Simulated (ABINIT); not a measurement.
# AlN (F-43m): G0W0 in ABINIT against the plane-wave cutoff, part 2 of 2

Wanted: the cheapest plane-wave cutoff that holds the gap of AlN (F-43m).

ABINIT 10.8.3; PBE and many-body steps on it, plane waves. Known limits of the many-body steps: not at the basis limit.

So far. Step 5 (Empty states on the mesh, 6×6×6 mesh, 107 bands): On this mesh the gap is 3.324 eV. Step 6 (Screening, 6×6×6 mesh, 99 bands, screening to 261.2 eV): Local fields lower ε∞ by 9 %.

**8. Screening, 6×6×6 mesh, 99 bands, screening to 261.2 eV**

This step: RPA screening on PBE, plane waves, norm-conserving pseudopotentials.

File run.abi:

```
acell 3*1.0 Angstrom
rprim 
  -0.000000000000 2.183993559600 2.183993559600
  2.183993559600 -0.000000000000 2.183993559600
  2.183993559600 2.183993559600 -0.000000000000
ntypat 2
znucl 13 7
natom 2
typat 1 2
xred 
  0.000000000000 0.000000000000 0.000000000000
  0.750000000000 0.750000000000 0.750000000000
pp_dirpath "pseudos"
pseudos "Al.upf, N.upf"
ecut 29
ngkpt 6 6 6
nshiftk 1
shiftk 0 0 0
kptopt 1
chksymbreak 0
istwfk *1
occopt 1
irdwfk 1
optdriver 3
nband 99
ecuteps 9.6
inclvkb 2
awtr 1
symchi 1
indata_prefix "in"
outdata_prefix "out"
tmpdata_prefix "tmp"
```

Launch:

```bash
$ OMP_NUM_THREADS=1 mpirun -n 8 abinit run.abi > log
```

The log of the run:

```text
.Version 10.8.3 of ABINIT. v10.8.2 released Aug 2026.

 Symmetries : space group F-4 3 m (#216); Bravais cF (face-center cubic)
[... echo of the input left out ...]
== DATASET  1 ==================================================================
-   mpi_nproc: 8, omp_nthreads: 1 (-1 if OMP is not activated)

--- !DatasetInfo
iteration_state: {dtset: 1, }
dimensions: {natom: 2, nkpt: 16, mband: 99, nsppol: 1, nspinor: 1, nspden: 1, mpw: 1067, }
cutoff_energies: {ecut:  29.0, pawecutdg:  -1.0, }
electrons: {nelect:   8.00000000E+00, charge:   0.00000000E+00, occopt:   1.00000000E+00, tsmear:   1.00000000E-02, }

 SCREENING: Calculation of the susceptibility and dielectric matrices

 Based on a program developped by R.W. Godby, V. Olevano, G. Onida, and L. Reining.
 Incorporated in ABINIT by V. Olevano, G.-M. Rignanese, and M. Torrent.
.Using double precision arithmetic ; gwpc =  8

[... cell and pseudopotentials left out ...]
--------------------------------------------------------------------------------

 ==== K-mesh for the wavefunctions ====
 Number of points in the irreducible wedge :    16
[... list of points left out ...]
 Together with 24 symmetry operations and time-reversal symmetry
 yields   216 points in the full Brillouin Zone.

 ==== Q-mesh for the screening function ====
 Number of points in the irreducible wedge :    16
[... list of points left out ...]
 Together with 24 symmetry operations and time-reversal symmetry
 yields   216 points in the full Brillouin Zone.

 setmesh: FFT mesh size selected  =    24x   24x   24
          total number of points  =        13824

 vcoul_init : cutoff-mode = AUXILIARY_FUNCTION
 q-points for optical limit:   1
     1)      0.000010    0.000020    0.000030

- screening: taking advantage of time-reversal symmetry
- Maximum band index for partially occupied states nbvw = 4
- Remaining bands to be divided among processors   nbcw = 95
- Number of bands treated by each node ~11

 Number of electrons calculated from density =    8.0000; Expected =    8.0000
 average of density, n =  0.056900
 r_s =    1.6129
 omega_plasma =   23.0097 [eV]

 calculating chi0 at frequencies [eV] :
  1    0.000000E+00    0.000000E+00
  2    0.000000E+00    2.300966E+01

--------------------------------------------------------------------------------
  q-point number  1        q = ( 0.000000, 0.000000, 0.000000) [r.l.u.]
--------------------------------------------------------------------------------
[... chi0 elements left out ...]
 For q-point:  0.000010 0.000020 0.000030
  dielectric constant =   4.3523
  dielectric constant without local fields =   4.7964

  Average fulfillment of the sum rule on Im[epsilon] for q-point    1 :     88.60  [%]
[... wings left out ...]
  q-point number  2        q = ( 0.166667, 0.000000, 0.000000) [r.l.u.]
--------------------------------------------------------------------------------
[... chi0 elements left out ...]
  Average fulfillment of the sum rule on Im[epsilon] for q-point    2 :     95.61  [%]

 [... 14 further q-points ...]
```

Elapsed: 11 s, on 8 MPI ranks of AMD EPYC 9R45, shared host; peak memory 1.1 GiB.

This step gave:

- ε∞ with local fields, on this mesh, along the program's q direction: 4.352
- the same without local fields: 4.796
- plasma frequency: 23.01 eV
- plane waves in the screening matrix: 181

**9. 29 Ha**

The self-energy is evaluated for the states that the input lists, and the levels follow from it, in one-shot runs by the linearised quasiparticle equation.

This step: G0W0 on PBE, plane waves, norm-conserving pseudopotentials.

run.abi: that of step 8 with these lines changed.

```diff
@@ -23,8 +23,17 @@
 irdwfk 1
-optdriver 3
+optdriver 4
 nband 99
+gwcalctyp 0
+ecutsigx 29
+symsigma 1
+nkptgw 2
+kptgw 
+  0.0000000000 0.0000000000 0.0000000000
+  0.5000000000 0.5000000000 0.0000000000
+bdgw 
+  2 8
+  3 6
 ecuteps 9.6
-inclvkb 2
-awtr 1
-symchi 1
+irdscr 1
+ppmodel 1
 indata_prefix "in"
```

The log of the run:

```text
.Version 10.8.3 of ABINIT. v10.8.2 released Aug 2026.

 Symmetries : space group F-4 3 m (#216); Bravais cF (face-center cubic)
[... echo of the input left out ...]
== DATASET  1 ==================================================================
-   mpi_nproc: 8, omp_nthreads: 1 (-1 if OMP is not activated)

--- !DatasetInfo
iteration_state: {dtset: 1, }
dimensions: {natom: 2, nkpt: 16, mband: 99, nsppol: 1, nspinor: 1, nspden: 1, mpw: 1067, }
cutoff_energies: {ecut:  29.0, pawecutdg:  -1.0, }
electrons: {nelect:   8.00000000E+00, charge:   0.00000000E+00, occopt:   1.00000000E+00, tsmear:   1.00000000E-02, }

 SIGMA: Calculation of the GW corrections

 Based on a program developped by R.W. Godby, V. Olevano, G. Onida, and L. Reining.
 Incorporated in ABINIT by V. Olevano, G.-M. Rignanese, and M. Torrent.
.Using double precision arithmetic ; gwpc =  8

[... cell and pseudopotentials left out ...]
--------------------------------------------------------------------------------

 ==== K-mesh for the wavefunctions ====
 Number of points in the irreducible wedge :    16
[... list of points left out ...]
 Together with 24 symmetry operations and time-reversal symmetry
 yields   216 points in the full Brillouin Zone.

 ==== Q-mesh for screening function ====
 Number of points in the irreducible wedge :    16
[... list of points left out ...]
 Together with 24 symmetry operations and time-reversal symmetry
 yields   216 points in the full Brillouin Zone.

 vcoul_init : cutoff-mode = AUXILIARY_FUNCTION
 q-points for optical limit:   1
     1)      0.000010    0.000020    0.000030
 setmesh: FFT mesh size selected  =    30x   30x   30
          total number of points  =        27000

 Number of electrons calculated from density =    8.0000; Expected =    8.0000
[...]
number of omega for Sigma on real axis              0
 max omega for Sigma on real axis  [eV]           0.00
 zcut for avoiding poles [eV]                     0.10

 EPSILON^-1 parameters (SCR file):
 dimension of the eps^-1 matrix on file            181
 dimension of the eps^-1 matrix used               181
 number of plane-waves for wavefunctions          1067
 number of bands                                    99
 number of q-points in IBZ                          16
 number of frequencies                               2
 number of real frequencies                          1
 number of imag frequencies                          1

 matrix elements of self-energy operator (all in [eV])

 Perturbative Calculation

--- !SelfEnergy_ee
iteration_state: {dtset: 1, }
kpoint     : [   0.000,    0.000,    0.000, ]
spin       : 1
KS_gap     :    4.188
QP_gap     :    5.577
Delta_QP_KS:    1.388
data: !SigmaeeData |
     Band     E0 <VxcDFT>   SigX SigC(E0)      Z dSigC/dE  Sig(E)    E-E0       E
        2   5.158 -16.957 -20.989   2.961   0.785  -0.273 -17.798  -0.841   4.317
        3   5.158 -16.957 -20.989   2.961   0.785  -0.273 -17.798  -0.841   4.317
        4   5.158 -16.957 -20.989   2.961   0.785  -0.273 -17.798  -0.841   4.317
[...]
--- !SelfEnergy_ee
iteration_state: {dtset: 1, }
kpoint     : [   0.500,    0.500,    0.000, ]
spin       : 1
KS_gap     :    5.100
QP_gap     :    6.583
Delta_QP_KS:    1.483
data: !SigmaeeData |
     Band     E0 <VxcDFT>   SigX SigC(E0)      Z dSigC/dE  Sig(E)    E-E0       E
[...]
5   8.485  -9.204  -5.015  -3.770   0.836  -0.197  -8.854   0.350   8.835
        6  13.812  -9.461  -4.384  -4.373   0.838  -0.193  -8.871   0.589  14.402

== END DATASET(S) ==============================================================
================================================================================

 -outvars: echo values of variables after computation  --------
           etotal      0.0000000000E+00
            nband          99
             nkpt          16
          spgroup         216
 [... the other variables as echoed above ...]

 Calculation completed.
```

Elapsed: 4.5 s, on 8 MPI ranks; peak memory 1.3 GiB.

This step gave:

```yaml
g0w0_gap_on_the_points_computed: 4.518 eV
starting_gap_on_the_mesh: 3.327 eV
k_of_the_valence_top: 0, 0, 0
k_of_the_conduction_bottom: 0.5, 0.5, 0
z_at_the_valence_top: 0.785
z_at_the_conduction_bottom: 0.836
least_direct_g0w0_gap_on_the_computed_points: 5.577 eV
```

The gap on the mesh goes from 3.33 eV to 4.52 eV, a correction of +1.19 eV.

**10. Screening, 6×6×6 mesh, 99 bands, screening to 261.2 eV**

This step: RPA screening on PBE, plane waves, norm-conserving pseudopotentials.

run.abi: that of step 9 with these lines changed.

```diff
@@ -14,3 +14,3 @@
 pseudos "Al.upf, N.upf"
-ecut 29
+ecut 36
 ngkpt 6 6 6
@@ -23,17 +23,8 @@
 irdwfk 1
-optdriver 4
+optdriver 3
 nband 99
-gwcalctyp 0
-ecutsigx 29
-symsigma 1
-nkptgw 2
-kptgw 
-  0.0000000000 0.0000000000 0.0000000000
-  0.5000000000 0.5000000000 0.0000000000
-bdgw 
-  2 8
-  3 6
 ecuteps 9.6
-irdscr 1
-ppmodel 1
+inclvkb 2
+awtr 1
+symchi 1
 indata_prefix "in"
```

The log of the run:

```text
.Version 10.8.3 of ABINIT. v10.8.2 released Aug 2026.

 Symmetries : space group F-4 3 m (#216); Bravais cF (face-center cubic)
[... echo of the input left out ...]
== DATASET  1 ==================================================================
-   mpi_nproc: 8, omp_nthreads: 1 (-1 if OMP is not activated)

--- !DatasetInfo
iteration_state: {dtset: 1, }
dimensions: {natom: 2, nkpt: 16, mband: 99, nsppol: 1, nspinor: 1, nspden: 1, mpw: 1464, }
cutoff_energies: {ecut:  36.0, pawecutdg:  -1.0, }
[...]
--------------------------------------------------------------------------------
[... chi0 elements left out ...]
 For q-point:  0.000010 0.000020 0.000030
  dielectric constant =   4.3477
  dielectric constant without local fields =   4.7911

  Average fulfillment of the sum rule on Im[epsilon] for q-point    1 :     88.59  [%]
[... wings left out ...]
  q-point number  2        q = ( 0.166667, 0.000000, 0.000000) [r.l.u.]
--------------------------------------------------------------------------------
[... chi0 elements left out ...]
  Average fulfillment of the sum rule on Im[epsilon] for q-point    2 :     95.60  [%]

 [... 14 further q-points ...]
```

The job ended after 11 s (8 MPI ranks; peak memory 1.2 GiB; 86 s of CPU time).

This step gave:

* ε∞ with local fields, on this mesh, along the program's q direction: 4.348
* the same without local fields: 4.791
* plasma frequency: 23.01 eV
* plane waves in the screening matrix: 181

**11. 36 Ha**

This step: G0W0 on PBE, plane waves, norm-conserving pseudopotentials.

run.abi: that of step 10 with these lines changed.

```diff
@@ -23,8 +23,17 @@
 irdwfk 1
-optdriver 3
+optdriver 4
 nband 99
+gwcalctyp 0
+ecutsigx 36
+symsigma 1
+nkptgw 2
+kptgw 
+  0.0000000000 0.0000000000 0.0000000000
+  0.5000000000 0.5000000000 0.0000000000
+bdgw 
+  2 8
+  3 6
 ecuteps 9.6
-inclvkb 2
-awtr 1
-symchi 1
+irdscr 1
+ppmodel 1
 indata_prefix "in"
```

The log of the run:

```text
.Version 10.8.3 of ABINIT. v10.8.2 released Aug 2026.

 Symmetries : space group F-4 3 m (#216); Bravais cF (face-center cubic)
[... echo of the input left out ...]
== DATASET  1 ==================================================================
-   mpi_nproc: 8, omp_nthreads: 1 (-1 if OMP is not activated)

--- !DatasetInfo
iteration_state: {dtset: 1, }
dimensions: {natom: 2, nkpt: 16, mband: 99, nsppol: 1, nspinor: 1, nspden: 1, mpw: 1464, }
cutoff_energies: {ecut:  36.0, pawecutdg:  -1.0, }
[...]
Band     E0 <VxcDFT>   SigX SigC(E0)      Z dSigC/dE  Sig(E)    E-E0       E
[...]
5   8.483  -9.206  -5.016  -3.769   0.835  -0.197  -8.855   0.351   8.834
        6  13.810  -9.461  -4.383  -4.373   0.838  -0.193  -8.870   0.590  14.401

== END DATASET(S) ==============================================================
================================================================================

 -outvars: echo values of variables after computation  --------
           etotal      0.0000000000E+00
            nband          99
             nkpt          16
          spgroup         216
 [... the other variables as echoed above ...]

 Calculation completed.
```

It took 4.6 s on 8 MPI ranks; peak memory 1.3 GiB.

This step gave:

```yaml
g0w0_gap_on_the_points_computed: 4.52 eV
starting_gap_on_the_mesh: 3.325 eV
k_of_the_valence_top: 0, 0, 0
k_of_the_conduction_bottom: 0.5, 0.5, 0
least_direct_g0w0_gap_on_the_computed_points: 5.586 eV
```

Against the run before, the gap moves by +0.002 eV.

**12. Screening, 6×6×6 mesh, 99 bands, screening to 261.2 eV**

This step: RPA screening on PBE, plane waves, norm-conserving pseudopotentials.

run.abi: that of step 11 with these lines changed.

```diff
@@ -14,3 +14,3 @@
 pseudos "Al.upf, N.upf"
-ecut 36
+ecut 45
 ngkpt 6 6 6
@@ -23,17 +23,8 @@
 irdwfk 1
-optdriver 4
+optdriver 3
 nband 99
-gwcalctyp 0
-ecutsigx 36
-symsigma 1
-nkptgw 2
-kptgw 
-  0.0000000000 0.0000000000 0.0000000000
-  0.5000000000 0.5000000000 0.0000000000
-bdgw 
-  2 8
-  3 6
 ecuteps 9.6
-irdscr 1
-ppmodel 1
+inclvkb 2
+awtr 1
+symchi 1
 indata_prefix "in"
```

The log of the run:

```text
.Version 10.8.3 of ABINIT. v10.8.2 released Aug 2026.

 Symmetries : space group F-4 3 m (#216); Bravais cF (face-center cubic)
[... echo of the input left out ...]
== DATASET  1 ==================================================================
-   mpi_nproc: 8, omp_nthreads: 1 (-1 if OMP is not activated)

--- !DatasetInfo
iteration_state: {dtset: 1, }
dimensions: {natom: 2, nkpt: 16, mband: 99, nsppol: 1, nspinor: 1, nspden: 1, mpw: 2085, }
cutoff_energies: {ecut:  45.0, pawecutdg:  -1.0, }
[...]
--------------------------------------------------------------------------------
[... chi0 elements left out ...]
 For q-point:  0.000010 0.000020 0.000030
  dielectric constant =   4.3476
  dielectric constant without local fields =   4.7910

  Average fulfillment of the sum rule on Im[epsilon] for q-point    1 :     88.59  [%]
[... wings left out ...]
  q-point number  2        q = ( 0.166667, 0.000000, 0.000000) [r.l.u.]
--------------------------------------------------------------------------------
[... chi0 elements left out ...]
  Average fulfillment of the sum rule on Im[epsilon] for q-point    2 :     95.60  [%]

 [... 14 further q-points ...]
```

Wall time 8.7 s (8 MPI ranks); peak memory 1.3 GiB; 68 s of CPU time.

This step gave:

```yaml
eps_infinity_with_local_fields_on_this_mesh_along_the_program_s_q_direction: 4.348
the_same_without_local_fields: 4.791
plasma_frequency: 23.01 eV
plane_waves_in_the_screening_matrix: 181
```

**13. 45 Ha**

This step: G0W0 on PBE, plane waves, norm-conserving pseudopotentials.

run.abi: that of step 12 with these lines changed.

```diff
@@ -23,8 +23,17 @@
 irdwfk 1
-optdriver 3
+optdriver 4
 nband 99
+gwcalctyp 0
+ecutsigx 45
+symsigma 1
+nkptgw 2
+kptgw 
+  0.0000000000 0.0000000000 0.0000000000
+  0.5000000000 0.5000000000 0.0000000000
+bdgw 
+  2 8
+  3 6
 ecuteps 9.6
-inclvkb 2
-awtr 1
-symchi 1
+irdscr 1
+ppmodel 1
 indata_prefix "in"
```

The log of the run:

```text
.Version 10.8.3 of ABINIT. v10.8.2 released Aug 2026.

 Symmetries : space group F-4 3 m (#216); Bravais cF (face-center cubic)
[... echo of the input left out ...]
== DATASET  1 ==================================================================
-   mpi_nproc: 8, omp_nthreads: 1 (-1 if OMP is not activated)

--- !DatasetInfo
iteration_state: {dtset: 1, }
dimensions: {natom: 2, nkpt: 16, mband: 99, nsppol: 1, nspinor: 1, nspden: 1, mpw: 2085, }
cutoff_energies: {ecut:  45.0, pawecutdg:  -1.0, }
[...]
Band     E0 <VxcDFT>   SigX SigC(E0)      Z dSigC/dE  Sig(E)    E-E0       E
[...]
5   8.483  -9.206  -5.016  -3.769   0.835  -0.197  -8.855   0.351   8.834
        6  13.810  -9.461  -4.383  -4.373   0.838  -0.193  -8.870   0.590  14.400

== END DATASET(S) ==============================================================
================================================================================

 -outvars: echo values of variables after computation  --------
           etotal      0.0000000000E+00
            nband          99
             nkpt          16
          spgroup         216
 [... the other variables as echoed above ...]

 Calculation completed.
```

It took 4.5 s on 8 MPI ranks; peak memory 1.4 GiB; 35 s of CPU time.

Numbers from this step:

* G0W0 gap on the points computed: 4.521 eV
* starting gap on the mesh: 3.324 eV
* k of the valence top: 0, 0, 0
* k of the conduction bottom: 0.5, 0.5, 0
* least direct G0W0 gap on the computed points: 5.587 eV

Against the run before, the gap moves by +0.001 eV.

**14. Side by side**

Times are wall times on 8 MPI ranks of AMD EPYC 9R45, shared host, good to a factor of about two. A run's time includes the screening step that it read.

```tsv
run	mesh	bands	screening cutoff (eV)	DFT gap (eV)	gap on the mesh (eV)	direct (eV)	ε∞ used	time
22 Ha	6×6×6	99	261.2	3.315	4.492	5.520	4.39	15 s
29 Ha	6×6×6	99	261.2	3.327	4.518	5.577	4.35	15 s
36 Ha	6×6×6	99	261.2	3.325	4.520	5.586	4.35	15 s
45 Ha	6×6×6	99	261.2	3.324	4.521	5.587	4.35	13 s
```

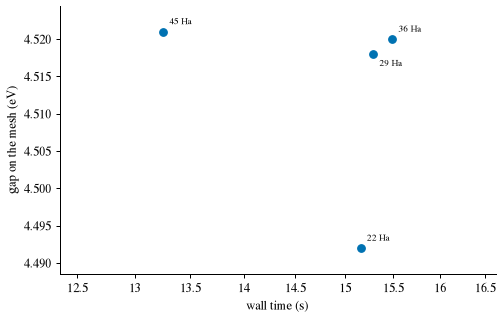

Result against wall time.

**15. What came out**

* 22 Ha: 4.492 eV
* 29 Ha: 4.518 eV
* 36 Ha: 4.520 eV
* 45 Ha: 4.521 eV
* known limits: not at the basis limit

The setting moved: plane-wave cutoff. From 22 Ha to 45 Ha the gap moves by +0.03 eV. It holds to 0.03 eV from 22 Ha on. Bands and screening cutoff are coupled, so a series along one setting does not show full convergence. Bands and cutoff are finite, so the gap is not at the basis limit. The miss can reach some tenths of an eV and take either sign; the mesh is an error of its own. In the G0W0 runs levels were corrected at 2 k points alone, so a gap called «on the mesh» is the least over those, and an edge elsewhere would be missed.

[Paths, hosts, dates, memory and timing lines, banners, echoed tables and standing remarks are left out of the program output.]

[Logs are printed without paths, hosts, clocks, repeated set-up lines and the standing remarks that a program may print on its own settings, such as how far it seeks lower states.]

[Runs of the session that timed out or met a known fault of the program may be left out.]

[Hosts, paths, dates, database ids (printed as entryN), source tags and the programs' standing remarks are cut or masked in the printed files.]

[G0W0 gaps are taken among the corrected bands and points alone; a level outside them can change the order at an edge.]

[Where Ansatz stands beside ABINIT at settings called matched, ABINIT's density can come from a denser mesh and the files from another edition; pairs whose starting gaps differed by over 0.03 eV were left out, so agreement reads better than it is.]
